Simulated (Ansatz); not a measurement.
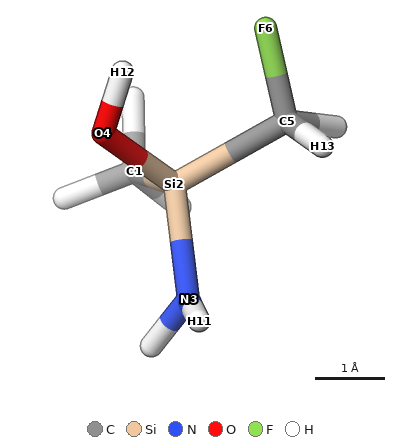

The input geometry (stick view, seen at a tilt; atoms are numbered from 1 in the order of the input). Bond lengths as drawn: C–F 1.40 Å, C–H 1.10 to 1.11 Å, C–Si 1.87 to 1.90 Å, H–N 1.01 Å, H–O 0.96 Å, N–Si 1.72 Å and O–Si 1.67 Å.

**Nudged elastic band of C2H8FNOSi**

C2H8FNOSi, SMILES C[Si](N)(O)CF, computed with RKS PBE0-D4/def2-SVP (Ansatz 0.2.0).

It belongs to a series of runs on one base structure; here: band between the two ends. Figures and captions count atoms from 1; the log counts them from 0 in places.

The program's output
```
Engine: ansatz 0.2.0, x86_64-unknown-linux-gnu
Functional definition: PBE0
  parameter a = 0.25
  parameter kappa = 0.804
  parameter beta = 0.06672455060314922
  exchange = (1 - a)*pbe_x(kappa = kappa, mu = beta*pi^2/3) + a*exact_x
  correlation = pbe_c(beta = beta)
1376 factors; integrals over basis functions are off by at most 4.1e-4 eV
mean field evaluation 1: about -16305.6095 eV, gradient 7.6e1 eV
mean field evaluation 2: about -16300.1869 eV, gradient 9.0e1 eV
mean field evaluation 4: about -16316.8754 eV, gradient 2.7e0 eV
mean field evaluation 8: about -16316.9125 eV, gradient 5.9e-2 eV
mean field evaluation 16: about -16316.9125 eV, gradient 1.6e-5 eV
mean field -16316.91247874 eV, -599.6354735930 hartree, gradient 1.6e-5 eV, S^2 0.000000; 0 other end points of the search recorded, 0 dependent functions left out
the calculation of the forces begins
reference -16316.91250645 eV, -599.6354746114 hartree; 29, 29 occupied and 99, 99 virtual orbitals, 1376 factors
1376 factors; integrals over basis functions are off by at most 8.9e-4 eV
mean field evaluation 32: about -16316.9125 eV, gradient 1.6e-5 eV
mean field -16316.91254219 eV, -599.6354759249 hartree, gradient 1.6e-5 eV, S^2 0.000000; 0 other end points of the search recorded, 0 dependent functions left out
[... from here on the field's lines of each further geometry are left out, up to the last ...]
NEB iter   1: max|band force component| = 1.019e1 eV/Å  barrier→ = 2.5983 eV  barrier← = 2.5983 eV  Δτ_max = 0.1990 Å  (181 SCF iters)
NEB iter   2: max|band force component| = 1.538e0 eV/Å  barrier→ = 0.2191 eV  barrier← = 0.2191 eV  Δτ_max = 0.1630 Å  (139 SCF iters)
NEB iter   3: max|band force component| = 5.680e-1 eV/Å  barrier→ = 0.1138 eV  barrier← = 0.1138 eV  Δτ_max = 0.0735 Å  (140 SCF iters)
NEB iter   4: max|band force component| = 4.001e-1 eV/Å  barrier→ = 0.0881 eV  barrier← = 0.0881 eV  CI = image 3  Δτ_max = 0.1044 Å  (142 SCF iters)
NEB iter   5: max|band force component| = 2.712e-1 eV/Å  barrier→ = 0.0747 eV  barrier← = 0.0747 eV  CI = image 3  Δτ_max = 0.0940 Å  (142 SCF iters)
NEB iter   6: max|band force component| = 1.600e-1 eV/Å  barrier→ = 0.0703 eV  barrier← = 0.0704 eV  CI = image 3  Δτ_max = 0.0723 Å  (141 SCF iters)
NEB iter   7: max|band force component| = 9.240e-2 eV/Å  barrier→ = 0.0671 eV  barrier← = 0.0671 eV  CI = image 3  Δτ_max = 0.0778 Å  (141 SCF iters)
NEB iter   8: max|band force component| = 9.191e-2 eV/Å  barrier→ = 0.0636 eV  barrier← = 0.0636 eV  CI = image 3  Δτ_max = 0.0387 Å  (141 SCF iters)
NEB iter   9: max|band force component| = 6.308e-2 eV/Å  barrier→ = 0.0620 eV  barrier← = 0.0621 eV  CI = image 3  Δτ_max = 0.0774 Å  (140 SCF iters)
NEB iter  10: max|band force component| = 6.982e-2 eV/Å  barrier→ = 0.0603 eV  barrier← = 0.0603 eV  CI = image 3  Δτ_max = 0.0388 Å  (140 SCF iters)
the calculation of the forces begins
reference -16316.89842502 eV, -599.6349571286 hartree; 29, 29 occupied and 99, 99 virtual orbitals, 1376 factors
1376 factors; integrals over basis functions are off by at most 5.1e-4 eV
mean field evaluation 544: about -16316.8534 eV, gradient 3.0e-4 eV
mean field -16316.85344207 eV, -599.6333040356 hartree, gradient 1.1e-5 eV, S^2 0.000000; 1 other end points of the search recorded, 0 dependent functions left out
the calculation of the forces begins
reference -16316.85346931 eV, -599.6333050367 hartree; 29, 29 occupied and 99, 99 virtual orbitals, 1376 factors
NEB iter  11: max|band force component| = 3.537e-2 eV/Å  barrier→ = 0.0597 eV  barrier← = 0.0598 eV  CI = image 3  Δτ_max = 0.0000 Å  (280 SCF iters)
```

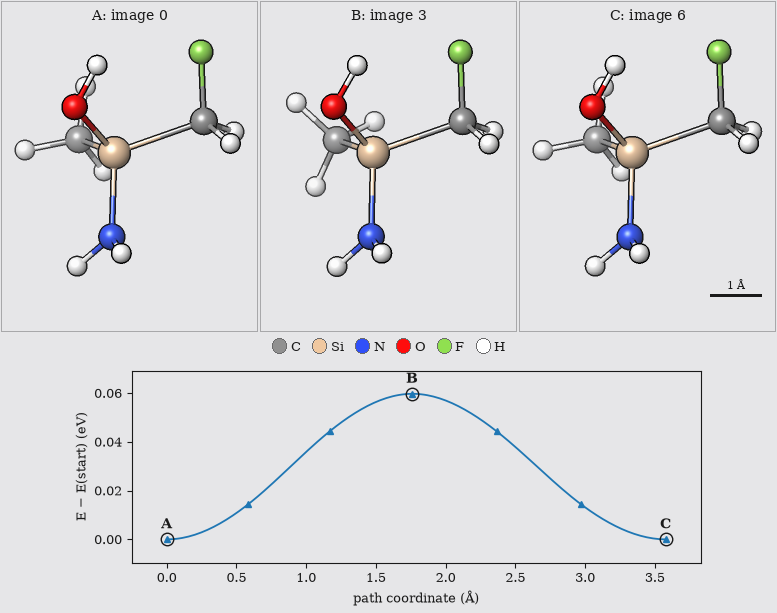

Images of the last band (counted from 0; ball-and-stick, seen at a tilt) above the energy along the path; the line is a cubic interpolation that uses the forces. The highest image is number 3, 0.060 eV above the start and 0.060 eV above the end (the climbing image); start and end have the same energy. The path is 3.58 Å long. The band converged in 11 iterations.

```
Total energy: -16317.10527599 eV, -599.6425587613 hartree
Atom 0 at    -0.448407    -1.602291     0.613878 Å, force     0.008772    -0.001707     0.001481 eV/Å
Atom 1 at     0.328557    -0.012289    -0.002479 Å, force     0.025043     0.007892     0.016476 eV/Å
Atom 2 at     0.984332    -0.298580    -1.564573 Å, force    -0.019712    -0.011346    -0.006696 eV/Å
Atom 3 at     1.471803     0.581327     1.067386 Å, force    -0.024368    -0.012941    -0.003068 eV/Å
Atom 4 at    -0.920396     1.416528    -0.098138 Å, force    -0.005509     0.003254    -0.013194 eV/Å
Atom 5 at    -1.052786     1.952400     1.184722 Å, force    -0.000847     0.005444     0.002262 eV/Å
Atom 6 at    -0.036797    -1.857023     1.602173 Å, force    -0.001574    -0.002097     0.001822 eV/Å
Atom 7 at    -0.253291    -2.449810    -0.061228 Å, force     0.000250     0.001972    -0.001892 eV/Å
Atom 8 at    -1.539914    -1.505365     0.719243 Å, force    -0.000257     0.002478     0.000201 eV/Å
Atom 9 at     1.257084    -1.236240    -1.833043 Å, force     0.009781     0.001101    -0.003827 eV/Å
Atom 10 at     1.577078     0.391700    -2.011554 Å, force     0.002361     0.004349     0.001245 eV/Å
Atom 11 at     1.102730     1.262471     1.642614 Å, force     0.007199     0.000179     0.001848 eV/Å
Atom 12 at    -0.564776     2.217288    -0.772032 Å, force    -0.001121     0.000091     0.000516 eV/Å
Atom 13 at    -1.918115     1.110784    -0.458170 Å, force    -0.000017     0.001332     0.002825 eV/Å
Dipole moment:    -0.019205    -0.149066    -0.360254 e Å
this run last wrote the band of iteration 11 to [file]
```

The last band as extended XYZ (Å, eV, eV/Å)
```
14
Properties=species:S:1:pos:R:3:forces:R:3 image=0 energy=-16317.16497
C    -0.4509   -1.5800    0.6183    0.0023   0.0018  -0.0014
Si    0.3350   -0.0031    0.0063   -0.0134  -0.0043   0.0032
N     1.0732   -0.3134   -1.5145   -0.0020  -0.0024  -0.0108
O     1.4138    0.6256    1.1187    0.0149  -0.0074   0.0047
C    -0.9475    1.3870   -0.1719    0.0095  -0.0031  -0.0059
F    -1.1607    1.9247    1.1000   -0.0023  -0.0012  -0.0051
H     0.3127   -2.3317    0.8728   -0.0017  -0.0007  -0.0008
H    -1.1303   -2.0140   -0.1318    0.0010  -0.0014  -0.0016
H    -1.0346   -1.3791    1.5302    0.0013   0.0008  -0.0007
H     1.3820   -1.2524   -1.7374    0.0007   0.0028   0.0010
H     1.6898    0.3743   -1.9329    0.0005  -0.0021   0.0002
H     1.0036    1.2920    1.6822   -0.0030   0.0141   0.0121
H    -0.5834    2.1947   -0.8327   -0.0049  -0.0006   0.0011
H    -1.9154    1.0464   -0.5785   -0.0028   0.0038   0.0041
14
Properties=species:S:1:pos:R:3:forces:R:3 image=1 energy=-16317.15048
C    -0.4472   -1.5842    0.6164   -0.0047  -0.0015  -0.0007
Si    0.3334   -0.0040   -0.0004    0.0037  -0.0225   0.0055
N     1.0454   -0.3095   -1.5345   -0.0074   0.0053  -0.0095
O     1.4364    0.6097    1.0975   -0.0090   0.0121   0.0048
C    -0.9412    1.3973   -0.1443    0.0092   0.0095  -0.0030
F    -1.1339    1.9159    1.1391   -0.0053  -0.0029  -0.0008
H     0.2884   -2.1907    1.1670    0.0107  -0.0092  -0.0202
H    -0.8552   -2.1911   -0.2066   -0.0255   0.0112   0.0005
H    -1.2719   -1.3560    1.3095    0.0118   0.0017   0.0213
H     1.3138   -1.2534   -1.7860    0.0079  -0.0018   0.0065
H     1.6712    0.3670   -1.9568    0.0061   0.0026   0.0025
H     1.0456    1.2837    1.6662   -0.0005   0.0027   0.0030
H    -0.5795    2.2135   -0.7955   -0.0022   0.0008  -0.0056
H    -1.9180    1.0727   -0.5427    0.0051  -0.0081  -0.0042
14
Properties=species:S:1:pos:R:3:forces:R:3 image=2 energy=-16317.12046
C    -0.4467   -1.5956    0.6148   -0.0005  -0.0027   0.0076
Si    0.3306   -0.0080    0.0001   -0.0053  -0.0192  -0.0034
N     1.0202   -0.3048   -1.5454   -0.0125   0.0011  -0.0133
O     1.4481    0.5964    1.0890   -0.0151   0.0096   0.0075
C    -0.9311    1.4080   -0.1244    0.0186   0.0119  -0.0056
F    -1.0936    1.9377    1.1584   -0.0087  -0.0028  -0.0016
H     0.1679   -2.0265    1.4197    0.0162  -0.0152  -0.0110
H    -0.5492   -2.3476   -0.1824   -0.0236   0.0095  -0.0133
H    -1.4497   -1.4083    1.0285    0.0058   0.0057   0.0259
H     1.2835   -1.2460   -1.8105    0.0112  -0.0025   0.0057
H     1.6296    0.3774   -1.9820    0.0084   0.0058   0.0040
H     1.0665    1.2788    1.6541    0.0042   0.0049   0.0051
H    -0.5701    2.2152   -0.7872   -0.0036   0.0014  -0.0058
H    -1.9190    1.0943   -0.5039    0.0048  -0.0076  -0.0018
14
Properties=species:S:1:pos:R:3:forces:R:3 image=3 energy=-16317.10525
C    -0.4484   -1.6023    0.6139    0.0088  -0.0017   0.0015
Si    0.3286   -0.0123   -0.0025    0.0250   0.0079   0.0165
N     0.9843   -0.2986   -1.5646   -0.0197  -0.0113  -0.0067
O     1.4718    0.5813    1.0674   -0.0244  -0.0129  -0.0031
C    -0.9204    1.4165   -0.0981   -0.0055   0.0033  -0.0132
F    -1.0528    1.9524    1.1847   -0.0008   0.0054   0.0023
H    -0.0368   -1.8570    1.6022   -0.0016  -0.0021   0.0018
H    -0.2533   -2.4498   -0.0612    0.0003   0.0020  -0.0019
H    -1.5399   -1.5054    0.7192   -0.0003   0.0025   0.0002
H     1.2571   -1.2362   -1.8330    0.0098   0.0011  -0.0038
H     1.5771    0.3917   -2.0116    0.0024   0.0043   0.0012
H     1.1027    1.2625    1.6426    0.0072   0.0002   0.0018
H    -0.5648    2.2173   -0.7720   -0.0011   0.0001   0.0005
H    -1.9181    1.1108   -0.4582    0.0000   0.0013   0.0028
14
Properties=species:S:1:pos:R:3:forces:R:3 image=4 energy=-16317.12061
C    -0.4510   -1.6019    0.6120    0.0130   0.0008   0.0028
Si    0.3302   -0.0157   -0.0017   -0.0001   0.0350  -0.0089
N     0.9664   -0.2963   -1.5737   -0.0125  -0.0250   0.0087
O     1.4831    0.5715    1.0606   -0.0201  -0.0150   0.0017
C    -0.9160    1.4171   -0.0879   -0.0043  -0.0055   0.0002
F    -1.0240    1.9676    1.1906    0.0009   0.0147   0.0130
H    -0.3287   -1.6834    1.7027   -0.0176   0.0120   0.0028
H     0.0189   -2.4894    0.1602    0.0191  -0.0074   0.0163
H    -1.5278   -1.6415    0.3871    0.0046  -0.0039  -0.0293
H     1.2600   -1.2304   -1.8335    0.0060   0.0015  -0.0128
H     1.5507    0.4008   -2.0218   -0.0061   0.0010  -0.0018
H     1.1157    1.2517    1.6385    0.0175  -0.0051   0.0015
H    -0.5695    2.2090   -0.7770    0.0021  -0.0035   0.0024
H    -1.9209    1.1118   -0.4273   -0.0025   0.0005   0.0035
14
Properties=species:S:1:pos:R:3:forces:R:3 image=5 energy=-16317.15060
C    -0.4518   -1.5960    0.6076    0.0036   0.0032  -0.0010
Si    0.3311   -0.0155   -0.0049    0.0027   0.0298  -0.0046
N     0.9590   -0.2985   -1.5801   -0.0100  -0.0136   0.0045
O     1.4905    0.5617    1.0543    0.0006  -0.0127   0.0066
C    -0.9156    1.4173   -0.0786   -0.0092  -0.0096  -0.0023
F    -1.0094    1.9700    1.2002    0.0049   0.0039   0.0056
H    -0.6551   -1.5256    1.6871   -0.0188   0.0126  -0.0045
H     0.2141   -2.4599    0.4540    0.0129   0.0003   0.0200
H    -1.4032   -1.8032    0.0938    0.0112  -0.0106  -0.0220
H     1.2546   -1.2328   -1.8375    0.0010  -0.0002  -0.0076
H     1.5445    0.3973   -2.0288   -0.0047   0.0003  -0.0016
H     1.1315    1.2390    1.6406    0.0093  -0.0041  -0.0012
H    -0.5791    2.2082   -0.7738    0.0021  -0.0037   0.0039
H    -1.9239    1.1090   -0.4050   -0.0058   0.0044   0.0041
14
Properties=species:S:1:pos:R:3:forces:R:3 image=6 energy=-16317.16501
C    -0.4507   -1.5849    0.6061    0.0049   0.0072  -0.0007
Si    0.3349   -0.0117   -0.0153   -0.0026   0.0039  -0.0076
N     0.9562   -0.2985   -1.5927    0.0000  -0.0036  -0.0016
O     1.5060    0.5571    1.0351   -0.0061   0.0045   0.0091
C    -0.9194    1.4143   -0.0687    0.0031   0.0000  -0.0060
F    -1.0267    1.9285    1.2258    0.0044  -0.0016  -0.0020
H    -0.9661   -1.3947    1.5602   -0.0028  -0.0021   0.0056
H     0.3066   -2.3634    0.7878    0.0025  -0.0040   0.0013
H    -1.1905   -1.9790   -0.1079   -0.0009  -0.0008  -0.0020
H     1.2252   -1.2388   -1.8582   -0.0009   0.0096   0.0007
H     1.5621    0.3842   -2.0347   -0.0032  -0.0052   0.0030
H     1.1574    1.2237    1.6394    0.0029  -0.0054  -0.0038
H    -0.5849    2.2277   -0.7382   -0.0012  -0.0029   0.0041
H    -1.9230    1.1064   -0.4098    0.0000   0.0007   0.0001
```

This output came from the following input.

Input
```yaml
crystal:
  periodic: [false, false, false]
  atoms:
    - { symbol: C, position_ang: [-0.45091, -1.580025, 0.618284] }
    - { symbol: Si, position_ang: [0.334956, -0.003104, 0.006268] }
    - { symbol: "N", position_ang: [1.073154, -0.313437, -1.514541] }
    - { symbol: O, position_ang: [1.413837, 0.625591, 1.118733] }
    - { symbol: C, position_ang: [-0.947504, 1.387023, -0.171859] }
    - { symbol: F, position_ang: [-1.160689, 1.924667, 1.099982] }
    - { symbol: H, position_ang: [0.312715, -2.331726, 0.872819] }
    - { symbol: H, position_ang: [-1.130262, -2.013986, -0.131783] }
    - { symbol: H, position_ang: [-1.034629, -1.379125, 1.530202] }
    - { symbol: H, position_ang: [1.381967, -1.252421, -1.737376] }
    - { symbol: H, position_ang: [1.689758, 0.374301, -1.932894] }
    - { symbol: H, position_ang: [1.003583, 1.292035, 1.682237] }
    - { symbol: H, position_ang: [-0.583438, 2.194676, -0.832743] }
    - { symbol: H, position_ang: [-1.915437, 1.046431, -0.578529] }
basis:
  gaussian: { orbitals: def2-SVP }
hamiltonian:
  xc: pbe0
  dispersion: d4
neb:
  order_check: false
  images: 5
  f_tol: 0.05
  max_iterations: 60
  final_atoms:
    - { symbol: C, position_ang: [-0.45071686, -1.58494741, 0.6060513] }
    - { symbol: Si, position_ang: [0.33492526, -0.01174941, -0.01532522] }
    - { symbol: "N", position_ang: [0.95619986, -0.29845129, -1.59274695] }
    - { symbol: O, position_ang: [1.50597987, 0.55714762, 1.03510358] }
    - { symbol: C, position_ang: [-0.91944715, 1.41433087, -0.06866078] }
    - { symbol: F, position_ang: [-1.02672211, 1.92852881, 1.2258472] }
    - { symbol: H, position_ang: [-0.96606429, -1.39467611, 1.56023396] }
    - { symbol: H, position_ang: [0.30662676, -2.36337963, 0.78780305] }
    - { symbol: H, position_ang: [-1.19047677, -1.97901788, -0.10794703] }
    - { symbol: H, position_ang: [1.22521518, -1.23883287, -1.85818144] }
    - { symbol: H, position_ang: [1.56210871, 0.38421131, -2.03474773] }
    - { symbol: H, position_ang: [1.15738223, 1.22365451, 1.63935564] }
    - { symbol: H, position_ang: [-0.58488886, 2.2277198, -0.73816898] }
    - { symbol: H, position_ang: [-1.92302082, 1.10636169, -0.40981661] }
  initial_path:
    images:
      - { positions_ang: [[-0.45091, -1.580025, 0.618284], [0.334956, -0.003104, 0.006268], [1.073154, -0.313437, -1.514541], [1.413837, 0.625591, 1.118733], [-0.947504, 1.387023, -0.171859], [-1.160689, 1.924667, 1.099982], [0.312715, -2.331726, 0.872819], [-1.130262, -2.013986, -0.131783], [-1.034629, -1.379125, 1.530202], [1.381967, -1.252421, -1.737376], [1.689758, 0.374301, -1.932894], [1.003583, 1.292035, 1.682237], [-0.583438, 2.194676, -0.832743], [-1.915437, 1.046431, -0.578529]] }
      - { positions_ang: [[-0.45832129, -1.56410285, 0.63909727], [0.30224839, 0.0100225, -0.01989815], [0.98850576, -0.31914374, -1.55329742], [1.51681344, 0.57339471, 0.97716368], [-0.96596603, 1.39850084, -0.15903316], [-1.19420791, 1.89456002, 1.12174147], [0.09951921, -2.07993822, 1.15328879], [-0.75147555, -2.13347433, -0.03087669], [-1.22128728, -1.4429852, 1.16033032], [1.42225324, -1.20651046, -1.65703009], [1.60560407, 0.39667097, -1.91934177], [1.18935552, 1.13038212, 1.66280995], [-0.61186606, 2.23893808, -0.77704136], [-1.93407452, 1.07458555, -0.56911284]] }
      - { positions_ang: [[-0.46573258, -1.54818071, 0.65991053], [0.26954078, 0.023149, -0.0460643], [0.90385752, -0.32485048, -1.59205385], [1.61978989, 0.52119843, 0.83559435], [-0.98442805, 1.40997867, -0.14620732], [-1.22772682, 1.86445304, 1.14350094], [-0.11367657, -1.82815044, 1.43375859], [-0.3726891, -2.25296265, 0.07002962], [-1.40794555, -1.50684539, 0.79045864], [1.46253947, -1.16059991, -1.57668418], [1.52145015, 0.41904094, -1.90578953], [1.37512804, 0.96872924, 1.64338291], [-0.64029412, 2.28320016, -0.72133972], [-1.95271204, 1.10274011, -0.55969668]] }
      - { positions_ang: [[-0.47314388, -1.53225856, 0.6807238], [0.23683316, 0.0362755, -0.07223044], [0.81920929, -0.33055722, -1.63081027], [1.72276633, 0.46900214, 0.69402503], [-1.00289008, 1.42145651, -0.13338149], [-1.26124572, 1.83434606, 1.16526041], [-0.32687236, -1.57636266, 1.71422838], [0.00609735, -2.37245098, 0.17093594], [-1.59460383, -1.57070559, 0.42058696], [1.50282571, -1.11468937, -1.49633827], [1.43729622, 0.44141091, -1.8922373], [1.56090056, 0.80707636, 1.62395586], [-0.66872218, 2.32746224, -0.66563808], [-1.97134956, 1.13089466, -0.55028052]] }
      - { positions_ang: [[-0.4656682, -1.54982151, 0.65583297], [0.26953053, 0.0202672, -0.05326204], [0.86487281, -0.31985524, -1.6181225], [1.65050418, 0.49838397, 0.80771788], [-0.97507577, 1.4190813, -0.11180792], [-1.18307119, 1.86574031, 1.18545601], [-0.53993634, -1.51580048, 1.66289691], [0.10627382, -2.3694272, 0.37655831], [-1.45989481, -1.70680969, 0.24440897], [1.41028886, -1.15607054, -1.61695266], [1.47890038, 0.42234438, -1.93974078], [1.42639445, 0.94593574, 1.62908912], [-0.64077774, 2.29421476, -0.68981505], [-1.95523998, 1.122717, -0.50345922]] }
      - { positions_ang: [[-0.45819253, -1.56738446, 0.63094213], [0.3022279, 0.00425889, -0.03429363], [0.91053634, -0.30915327, -1.60543472], [1.57824203, 0.52776579, 0.92141073], [-0.94726146, 1.41670608, -0.09023435], [-1.10489665, 1.89713456, 1.20565161], [-0.75300032, -1.4552383, 1.61156543], [0.20645029, -2.36640342, 0.58218068], [-1.32518579, -1.84291378, 0.06823097], [1.31775202, -1.19745171, -1.73756705], [1.52050454, 0.40327784, -1.98724425], [1.29188834, 1.08479512, 1.63422238], [-0.6128333, 2.26096728, -0.71399202], [-1.9391304, 1.11453935, -0.45663791]] }
      - { positions_ang: [[-0.45071686, -1.58494741, 0.6060513], [0.33492526, -0.01174941, -0.01532522], [0.95619986, -0.29845129, -1.59274695], [1.50597987, 0.55714762, 1.03510358], [-0.91944715, 1.41433087, -0.06866078], [-1.02672211, 1.92852881, 1.2258472], [-0.96606429, -1.39467611, 1.56023396], [0.30662676, -2.36337963, 0.78780305], [-1.19047677, -1.97901788, -0.10794703], [1.22521518, -1.23883287, -1.85818144], [1.56210871, 0.38421131, -2.03474773], [1.15738223, 1.22365451, 1.63935564], [-0.58488886, 2.2277198, -0.73816898], [-1.92302082, 1.10636169, -0.40981661]] }
```

Run as:
```bash
ansatz run input.yaml --threads 2 --pin off --max-ram 3072MiB --backend cpu --events-out ev --progress --plain --runs-dir out
```

Summary

| quantity | value |
| --- | --- |
| outcome | converged |
| barrier, forward | 0.060 eV |
| barrier, backward | 0.060 eV |
| hardware | 2 threads of Intel Xeon (Granite Rapids), 16 GiB of memory available, shared host |
| wall time | 2.3 min (CPU time 4.5 min) |
| peak memory | 0.35 GiB |

The order of the saddle point was not checked.
